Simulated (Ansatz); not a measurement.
# AlClO (triplet): wB97M-V, B2PLYP over vertical spin and charge gaps, def2-QZVPP

Aim: run AlClO (triplet) with these functionals over vertical spin and charge gaps, and hold them against the top wave-function level at the same points.

The runs use Ansatz 0.2.0, Gaussian basis; def2-QZVPP, all electrons in the functionals, frozen cores in the correlation of double hybrids and RPA.

The runs, in order: wB97M-V, B2PLYP, at charge 0, triplet; charge 0, singlet; charge 0, quintet; charge 1, doublet; charge 1, quartet.

5 further runs of the same task are left out: 1 that didn't finish, 4 set aside as unsound or not needed.

## (1) What is computed

The geometry is a PBE0/def2-TZVP stationary point (not a proven minimum).

3 atoms, charge 0, spin multiplicity 3.

Atoms are counted from 1 here; the program's logs count them from 0.

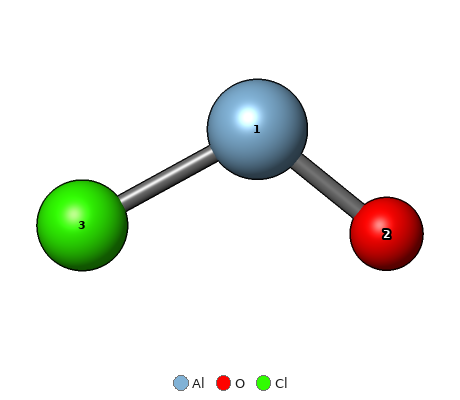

The geometry (aluminium light blue, oxygen red, chlorine green); atoms are numbered from 1 in the order of the file.

No dispersion term is added; wB97M-V holds VV10 nonlocal correlation.

The geometry shown and the zero of energy belong to the point charge 0, triplet. The yardstick, UCCSD(T), and other wave-function levels (R restricted, U unrestricted, valence and pair active spaces) come from earlier runs.

## (2) wB97M-V, charge 0, triplet

in.yaml reads:

```yaml
crystal:
  periodic: [false, false, false]
  atoms:
    - {symbol: Al, position_ang: [0.000000, -0.618067, 0.625527]}
    - {symbol: O, position_ang: [0.000000, 0.622582, 1.860209]}
    - {symbol: Cl, position_ang: [0.000000, 0.189419, -1.315542]}
basis:
  gaussian: {orbitals: "def2-QZVPP.json"}
magnetization: {spin_polarized: true, initial_magnetization: 2}
hamiltonian: {xc: {name: wB97M-V}}
output: {orbitals: {seedname: orbitals}}
```

Command:

```
ansatz run in.yaml --threads 1 --pin off --events-out ev --progress --plain --max-ram 2393MiB
```

The program printed, shortened:

```text
Functional definition: wB97M-V
  name "wB97M-V"
  cite "Mardirossian & Head-Gordon, J. Chem. Phys. 144, 214110 (2016) doi:10.1063/1.4952647"
  cite "Becke, J. Chem. Phys. 107, 8554 (1997) doi:10.1063/1.475007"
  cite "Vydrov & Van Voorhis, J. Chem. Phys. 133, 244103 (2010) doi:10.1063/1.3521275"
  # Of w^i u^j: cxij and so on, Table III.
[...]
  gx(w, u) = 1 - cx + cx01*u + cx10*w
  gss(w, u) = css00 + css04*u^4 + css10*w + css20*w^2 + css43*w^4*u^3
  gos(w, u) = cos00 + cos10*w + (cos20 + cos21*u)*w^2 + (cos60 + cos61*u)*w^6
[...]
      + integral(e_c_pw_mod_opposite_spin*gos(b97_w_opposite, b97_u_opposite)) + vv10(b, c)
886 factors; their error is unknown
169 factors; integrals over basis functions are off by at most 8.3e-5 eV
[...]
mean field -21166.79123832 eV, -777.8652306418 hartree, gradient 1.1e-5 eV, S^2 2.004943; 3 other end points of the search recorded, 0 dependent functions left out
reference -21166.79128271 eV, -777.8652322732 hartree; 20, 18 occupied and 177, 179 virtual orbitals, 886 factors
Total energy: -21166.79128271 eV, -777.8652322732 hartree
```

Run time: 65 s. Hardware: 1 thread of Arm Neoverse V1, shared host; peak memory 0.77 GiB.

From the report: ⟨S²⟩ of the determinant 2.005 (pure triplet: 2.00).

## (3) wB97M-V, charge 0, singlet

Changes to in.yaml since step 2:

```diff
@@ -8,3 +8,3 @@
   gaussian: {orbitals: "def2-QZVPP.json"}
-magnetization: {spin_polarized: true, initial_magnetization: 2}
+magnetization: {spin_polarized: true, initial_magnetization: 0}
 hamiltonian: {xc: {name: wB97M-V}}
```

The command is unchanged.

The program printed, shortened:

```text
Functional definition: wB97M-V
  name "wB97M-V"
  cite "Mardirossian & Head-Gordon, J. Chem. Phys. 144, 214110 (2016) doi:10.1063/1.4952647"
  cite "Becke, J. Chem. Phys. 107, 8554 (1997) doi:10.1063/1.475007"
  cite "Vydrov & Van Voorhis, J. Chem. Phys. 133, 244103 (2010) doi:10.1063/1.3521275"
  # Of w^i u^j: cxij and so on, Table III.
[...]
  gx(w, u) = 1 - cx + cx01*u + cx10*w
  gss(w, u) = css00 + css04*u^4 + css10*w + css20*w^2 + css43*w^4*u^3
  gos(w, u) = cos00 + cos10*w + (cos20 + cos21*u)*w^2 + (cos60 + cos61*u)*w^6
[...]
      + integral(e_c_pw_mod_opposite_spin*gos(b97_w_opposite, b97_u_opposite)) + vv10(b, c)
886 factors; their error is unknown
169 factors; integrals over basis functions are off by at most 8.3e-5 eV
[...]
mean field -21167.16764555 eV, -777.8790633525 hartree, gradient 2.8e-5 eV, S^2 0.517320; 6 other end points of the search recorded, 0 dependent functions left out
reference -21167.16769307 eV, -777.8790650987 hartree; 19, 19 occupied and 178, 178 virtual orbitals, 886 factors
Total energy: -21167.16769307 eV, -777.8790650987 hartree
```

Run time: 2 min. Hardware: 1 thread of Arm Neoverse V1, shared host; peak memory 0.79 GiB.

From the report: ⟨S²⟩ of the determinant 0.517 (pure singlet: 0.00). The determinant is far from a pure spin state, so its energy mixes those of several spin states (harmless only where they are near-degenerate, as at dissociation).

From charge 0, triplet: -0.376 eV.

## (4) wB97M-V, charge 0, quintet

Changes to in.yaml since step 3:

```diff
@@ -8,3 +8,3 @@
   gaussian: {orbitals: "def2-QZVPP.json"}
-magnetization: {spin_polarized: true, initial_magnetization: 0}
+magnetization: {spin_polarized: true, initial_magnetization: 4}
 hamiltonian: {xc: {name: wB97M-V}}
```

Same command.

The program printed, shortened:

```text
Functional definition: wB97M-V
  name "wB97M-V"
  cite "Mardirossian & Head-Gordon, J. Chem. Phys. 144, 214110 (2016) doi:10.1063/1.4952647"
  cite "Becke, J. Chem. Phys. 107, 8554 (1997) doi:10.1063/1.475007"
  cite "Vydrov & Van Voorhis, J. Chem. Phys. 133, 244103 (2010) doi:10.1063/1.3521275"
  # Of w^i u^j: cxij and so on, Table III.
[...]
  gx(w, u) = 1 - cx + cx01*u + cx10*w
  gss(w, u) = css00 + css04*u^4 + css10*w + css20*w^2 + css43*w^4*u^3
  gos(w, u) = cos00 + cos10*w + (cos20 + cos21*u)*w^2 + (cos60 + cos61*u)*w^6
[...]
      + integral(e_c_pw_mod_opposite_spin*gos(b97_w_opposite, b97_u_opposite)) + vv10(b, c)
886 factors; their error is unknown
169 factors; integrals over basis functions are off by at most 8.3e-5 eV
[...]
mean field -21160.35545217 eV, -777.6287198633 hartree, gradient 1.6e-5 eV, S^2 6.013088; 4 other end points of the search recorded, 0 dependent functions left out
reference -21160.35549790 eV, -777.6287215438 hartree; 21, 17 occupied and 176, 180 virtual orbitals, 886 factors
Total energy: -21160.35549790 eV, -777.6287215438 hartree
```

It took 91 s on 1 thread of Arm Neoverse V1, shared host; peak memory 0.77 GiB.

From the report: ⟨S²⟩ of the determinant 6.013 (pure quintet: 6.00).

From charge 0, triplet: +6.436 eV.

## (5) wB97M-V, charge 1, doublet

Changes to in.yaml since step 4:

```diff
@@ -8,3 +8,4 @@
   gaussian: {orbitals: "def2-QZVPP.json"}
-magnetization: {spin_polarized: true, initial_magnetization: 4}
+total_charge: 1
+magnetization: {spin_polarized: true, initial_magnetization: 1}
 hamiltonian: {xc: {name: wB97M-V}}
```

Same command.

The program printed, shortened:

```text
Functional definition: wB97M-V
  name "wB97M-V"
  cite "Mardirossian & Head-Gordon, J. Chem. Phys. 144, 214110 (2016) doi:10.1063/1.4952647"
  cite "Becke, J. Chem. Phys. 107, 8554 (1997) doi:10.1063/1.475007"
  cite "Vydrov & Van Voorhis, J. Chem. Phys. 133, 244103 (2010) doi:10.1063/1.3521275"
  # Of w^i u^j: cxij and so on, Table III.
[...]
  gx(w, u) = 1 - cx + cx01*u + cx10*w
  gss(w, u) = css00 + css04*u^4 + css10*w + css20*w^2 + css43*w^4*u^3
  gos(w, u) = cos00 + cos10*w + (cos20 + cos21*u)*w^2 + (cos60 + cos61*u)*w^6
[...]
      + integral(e_c_pw_mod_opposite_spin*gos(b97_w_opposite, b97_u_opposite)) + vv10(b, c)
886 factors; their error is unknown
169 factors; integrals over basis functions are off by at most 8.3e-5 eV
[...]
mean field -21157.77860826 eV, -777.5340225963 hartree, gradient 2.9e-6 eV, S^2 0.757863; 1 other end points of the search recorded, 0 dependent functions left out
reference -21157.77865005 eV, -777.5340241319 hartree; 19, 18 occupied and 178, 179 virtual orbitals, 886 factors
Total energy: -21157.77865005 eV, -777.5340241319 hartree
```

It took 64 s on 1 thread of Arm Neoverse V1, shared host; peak memory 0.77 GiB.

From the report: ⟨S²⟩ of the determinant 0.758 (pure doublet: 0.75).

From charge 0, triplet: +9.013 eV.

## (6) wB97M-V, charge 1, quartet

Changes to in.yaml since step 5:

```diff
@@ -9,3 +9,3 @@
 total_charge: 1
-magnetization: {spin_polarized: true, initial_magnetization: 1}
+magnetization: {spin_polarized: true, initial_magnetization: 3}
 hamiltonian: {xc: {name: wB97M-V}}
```

The command is unchanged.

The program printed, shortened:

```text
Functional definition: wB97M-V
  name "wB97M-V"
  cite "Mardirossian & Head-Gordon, J. Chem. Phys. 144, 214110 (2016) doi:10.1063/1.4952647"
  cite "Becke, J. Chem. Phys. 107, 8554 (1997) doi:10.1063/1.475007"
  cite "Vydrov & Van Voorhis, J. Chem. Phys. 133, 244103 (2010) doi:10.1063/1.3521275"
  # Of w^i u^j: cxij and so on, Table III.
[...]
  gx(w, u) = 1 - cx + cx01*u + cx10*w
  gss(w, u) = css00 + css04*u^4 + css10*w + css20*w^2 + css43*w^4*u^3
  gos(w, u) = cos00 + cos10*w + (cos20 + cos21*u)*w^2 + (cos60 + cos61*u)*w^6
[...]
      + integral(e_c_pw_mod_opposite_spin*gos(b97_w_opposite, b97_u_opposite)) + vv10(b, c)
886 factors; their error is unknown
169 factors; integrals over basis functions are off by at most 8.3e-5 eV
[...]
mean field -21155.01316242 eV, -777.4323943360 hartree, gradient 4.2e-6 eV, S^2 3.768023; 5 other end points of the search recorded, 0 dependent functions left out
reference -21155.01320623 eV, -777.4323959459 hartree; 20, 17 occupied and 177, 180 virtual orbitals, 886 factors
Total energy: -21155.01320623 eV, -777.4323959459 hartree
```

It took 92 s on 1 thread of Arm Neoverse V1, shared host; peak memory 0.76 GiB.

From the report: ⟨S²⟩ of the determinant 3.768 (pure quartet: 3.75).

From charge 0, triplet: +11.778 eV.

## (7) B2PLYP, charge 0, triplet

in.yaml reads:

```yaml
crystal:
  periodic: [false, false, false]
  atoms:
    - {symbol: Al, position_ang: [0.000000, -0.618067, 0.625527]}
    - {symbol: O, position_ang: [0.000000, 0.622582, 1.860209]}
    - {symbol: Cl, position_ang: [0.000000, 0.189419, -1.315542]}
basis:
  gaussian: {orbitals: "def2-QZVPP.json"}
magnetization: {spin_polarized: true, initial_magnetization: 2}
hamiltonian: {xc: {name: B2PLYP}}
correlation: {electrons: outside_noble_gas}
```

Launched as before.

The program printed, shortened:

```text
Functional definition: B2PLYP
  name "B2PLYP"
  cite "Grimme, J. Chem. Phys. 124, 034108 (2006) doi:10.1063/1.2148954"
  cite "Becke, Phys. Rev. A 38, 3098 (1988) doi:10.1103/PhysRevA.38.3098"
  cite "Lee, Yang & Parr, Phys. Rev. B 37, 785 (1988) doi:10.1103/PhysRevB.37.785"
[...]
1186 factors; integrals over basis functions are off by at most 9.4e-4 eV
[...]
mean field -21156.69119438 eV, -777.4940608731 hartree, gradient 3.9e-6 eV, S^2 2.007180; 6 other end points of the search recorded, 0 dependent functions left out
11 core orbitals not correlated: weight in the atoms' cores, before any rotation towards them, 1.000 or more for the frozen orbitals, at most 0.000 for the correlated occupied ones
reference -21156.69132944 eV, -777.4940658363 hartree; 9, 7 occupied and 177, 179 virtual orbitals, 1186 factors
second order -15.20065683 eV of doubles, -0.00000000 eV of singles
Total energy: -21160.79550678 eV, -777.6448915718 hartree
```

Wall time 57 s (1 thread of Arm Neoverse V1, shared host); peak memory 0.65 GiB.

From the report: ⟨S²⟩ of the determinant 2.007 (pure triplet: 2.00).

## (8) B2PLYP, charge 0, singlet

Changes to in.yaml since step 7:

```diff
@@ -8,3 +8,3 @@
   gaussian: {orbitals: "def2-QZVPP.json"}
-magnetization: {spin_polarized: true, initial_magnetization: 2}
+magnetization: {spin_polarized: true, initial_magnetization: 0}
 hamiltonian: {xc: {name: B2PLYP}}
```

Same command.

The program printed, shortened:

```text
Functional definition: B2PLYP
  name "B2PLYP"
  cite "Grimme, J. Chem. Phys. 124, 034108 (2006) doi:10.1063/1.2148954"
  cite "Becke, Phys. Rev. A 38, 3098 (1988) doi:10.1103/PhysRevA.38.3098"
  cite "Lee, Yang & Parr, Phys. Rev. B 37, 785 (1988) doi:10.1103/PhysRevB.37.785"
[...]
1186 factors; integrals over basis functions are off by at most 9.4e-4 eV
[...]
mean field -21156.84325880 eV, -777.4996491376 hartree, gradient 1.6e-6 eV, S^2 0.875885; 8 other end points of the search recorded, 0 dependent functions left out
11 core orbitals not correlated: weight in the atoms' cores, before any rotation towards them, 1.000 or more for the frozen orbitals, at most 0.000 for the correlated occupied ones
reference -21156.84339466 eV, -777.4996541301 hartree; 8, 8 occupied and 178, 178 virtual orbitals, 1186 factors
second order -15.63207779 eV of doubles, -0.00000000 eV of singles
Total energy: -21161.06405566 eV, -777.6547605611 hartree
```

Wall time 68 s (1 thread of Arm Neoverse V1, shared host); peak memory 0.58 GiB.

From the report: ⟨S²⟩ of the determinant 0.876 (pure singlet: 0.00). The determinant is far from a pure spin state, so its energy mixes those of several spin states (harmless only where they are near-degenerate, as at dissociation).

From charge 0, triplet: -0.269 eV.

## (9) B2PLYP, charge 0, quintet

Changes to in.yaml since step 8:

```diff
@@ -8,3 +8,3 @@
   gaussian: {orbitals: "def2-QZVPP.json"}
-magnetization: {spin_polarized: true, initial_magnetization: 0}
+magnetization: {spin_polarized: true, initial_magnetization: 4}
 hamiltonian: {xc: {name: B2PLYP}}
```

Same command.

The program printed, shortened:

```text
Functional definition: B2PLYP
  name "B2PLYP"
  cite "Grimme, J. Chem. Phys. 124, 034108 (2006) doi:10.1063/1.2148954"
  cite "Becke, Phys. Rev. A 38, 3098 (1988) doi:10.1103/PhysRevA.38.3098"
  cite "Lee, Yang & Parr, Phys. Rev. B 37, 785 (1988) doi:10.1103/PhysRevB.37.785"
[...]
1186 factors; integrals over basis functions are off by at most 9.4e-4 eV
[...]
mean field -21150.83463076 eV, -777.2788361299 hartree, gradient 1.7e-6 eV, S^2 6.012573; 7 other end points of the search recorded, 0 dependent functions left out
11 core orbitals not correlated: weight in the atoms' cores, before any rotation towards them, 1.000 or more for the frozen orbitals, at most 0.000 for the correlated occupied ones
reference -21150.83476839 eV, -777.2788411876 hartree; 10, 6 occupied and 176, 180 virtual orbitals, 1186 factors
second order -13.66283458 eV of doubles, -0.00000000 eV of singles
Total energy: -21154.52373373 eV, -777.4144081633 hartree
```

Wall time 40 s (1 thread of Arm Neoverse V1, shared host); peak memory 0.61 GiB.

From the report: ⟨S²⟩ of the determinant 6.013 (pure quintet: 6.00).

From charge 0, triplet: +6.272 eV.

## (10) B2PLYP, charge 1, doublet

Changes to in.yaml since step 9:

```diff
@@ -8,3 +8,4 @@
   gaussian: {orbitals: "def2-QZVPP.json"}
-magnetization: {spin_polarized: true, initial_magnetization: 4}
+total_charge: 1
+magnetization: {spin_polarized: true, initial_magnetization: 1}
 hamiltonian: {xc: {name: B2PLYP}}
```

Launched as before.

The program printed, shortened:

```text
Functional definition: B2PLYP
  name "B2PLYP"
  cite "Grimme, J. Chem. Phys. 124, 034108 (2006) doi:10.1063/1.2148954"
  cite "Becke, Phys. Rev. A 38, 3098 (1988) doi:10.1103/PhysRevA.38.3098"
  cite "Lee, Yang & Parr, Phys. Rev. B 37, 785 (1988) doi:10.1103/PhysRevB.37.785"
[...]
1186 factors; integrals over basis functions are off by at most 9.4e-4 eV
[...]
mean field -21147.55022816 eV, -777.1581365604 hartree, gradient 8.7e-6 eV, S^2 0.760580; 2 other end points of the search recorded, 0 dependent functions left out
11 core orbitals not correlated: weight in the atoms' cores, before any rotation towards them, 1.000 or more for the frozen orbitals, at most 0.000 for the correlated occupied ones
reference -21147.55036093 eV, -777.1581414396 hartree; 8, 7 occupied and 178, 179 virtual orbitals, 1186 factors
second order -15.46212049 eV of doubles, -0.00000000 eV of singles
Total energy: -21151.72513346 eV, -777.3115615004 hartree
```

Run time: 35 s. Hardware: 1 thread of Arm Neoverse V1, shared host; peak memory 0.62 GiB.

From the report: ⟨S²⟩ of the determinant 0.761 (pure doublet: 0.75).

From charge 0, triplet: +9.070 eV.

## (11) B2PLYP, charge 1, quartet

Changes to in.yaml since step 10:

```diff
@@ -9,3 +9,3 @@
 total_charge: 1
-magnetization: {spin_polarized: true, initial_magnetization: 1}
+magnetization: {spin_polarized: true, initial_magnetization: 3}
 hamiltonian: {xc: {name: B2PLYP}}
```

Same command.

The program printed, shortened:

```text
Functional definition: B2PLYP
  name "B2PLYP"
  cite "Grimme, J. Chem. Phys. 124, 034108 (2006) doi:10.1063/1.2148954"
  cite "Becke, Phys. Rev. A 38, 3098 (1988) doi:10.1103/PhysRevA.38.3098"
  cite "Lee, Yang & Parr, Phys. Rev. B 37, 785 (1988) doi:10.1103/PhysRevB.37.785"
[...]
1186 factors; integrals over basis functions are off by at most 9.4e-4 eV
[...]
mean field -21145.29186336 eV, -777.0751431850 hartree, gradient 8.3e-6 eV, S^2 3.770091; 6 other end points of the search recorded, 0 dependent functions left out
11 core orbitals not correlated: weight in the atoms' cores, before any rotation towards them, 1.000 or more for the frozen orbitals, at most 0.000 for the correlated occupied ones
reference -21145.29199713 eV, -777.0751481009 hartree; 9, 6 occupied and 177, 180 virtual orbitals, 1186 factors
second order -13.83330716 eV of doubles, -0.00000000 eV of singles
Total energy: -21149.02699006 eV, -777.2124065595 hartree
```

Run time: 40 s. Hardware: 1 thread of Arm Neoverse V1, shared host; peak memory 0.58 GiB.

From the report: ⟨S²⟩ of the determinant 3.770 (pure quartet: 3.75).

From charge 0, triplet: +11.769 eV.

## (12) The comparison

No level is safe as a reference over these points; UCCSD(T) serves as a yardstick only. It comes from earlier runs at the same points. Energies in eV, counted from charge 0, triplet; blanks weren't run or aren't comparable.

| level | triplet to singlet | triplet to quintet | ionisation to the doublet cation | ionisation to the quartet cation |
| --- | --- | --- | --- | --- |
| UCCSD(T) |  | 6.197 |  | 11.909 |
| wB97M-V | -0.376 | 6.436 | 9.013 | 11.778 |
| B2PLYP | -0.269 | 6.272 | 9.070 | 11.769 |

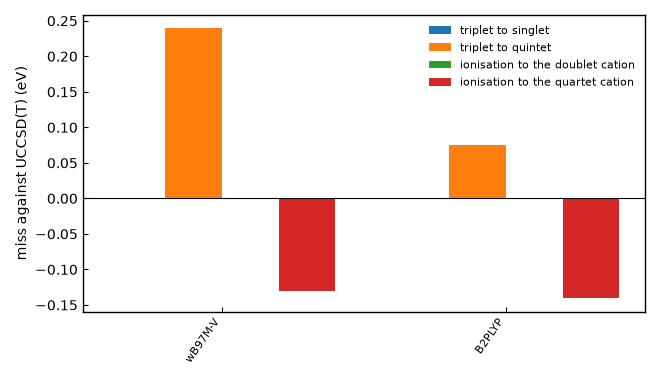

Misses of the gaps against UCCSD(T).

Largest miss and mean time a point (UCCSD(T) took 10 min a point; shared hosts):

```
  level  largest miss (eV)                             where  time a point
wB97M-V             +0.239                triplet to quintet          87 s
 B2PLYP             -0.140  ionisation to the quartet cation          48 s
```

## (13) Summary of results

```
                                  quantity                                         value
              triplet to quintet, UCCSD(T)                                      6.197 eV
ionisation to the quartet cation, UCCSD(T)                                     11.909 eV
                     largest miss, wB97M-V                +0.239 eV (triplet to quintet)
                      largest miss, B2PLYP  -0.140 eV (ionisation to the quartet cation)
```

In words: Misses are known at 2 of 4 points at best, and only functionals with that many are ranked. Of the functionals, B2PLYP keep the smallest largest miss at the points compared (at most 0.140 eV) and wB97M-V strays most (0.239 eV, at triplet to quintet). wB97M-V, B2PLYP clearly break the spin symmetry at some points (⟨S²⟩ up to 0.88 above the pure value), so energy there is bought with a mixed spin. Functionals and the yardstick converge differently with the basis, so part of each miss in def2-QZVPP is the basis. The yardstick itself may be off where one determinant is a poor start.
